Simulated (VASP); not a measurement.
Band structure of Ge (space group Fd-3m). Level of theory: PBE GGA, VASP's PBE PAW potentials (set 64) (plane waves; VASP).

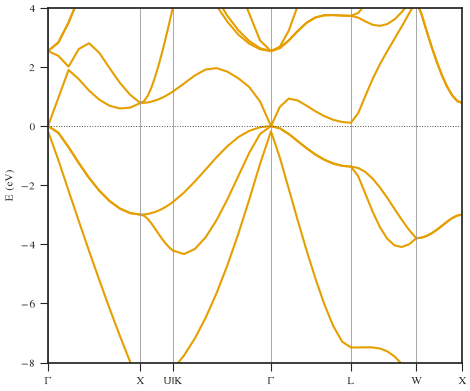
*Bands along high-symmetry lines, zero at the valence-band maximum or, without a gap, the Fermi level*

Read the plot: is there a gap, and where are the band edges?

It has no gap at this level: it comes out as a metal or semimetal.

The structure is a typed Ge crystal (Fd-3m). The cell was not relaxed at this level. The k-mesh is coarse (spacing up to 0.38 per Å, 2π included), so the numbers may not be converged in it.
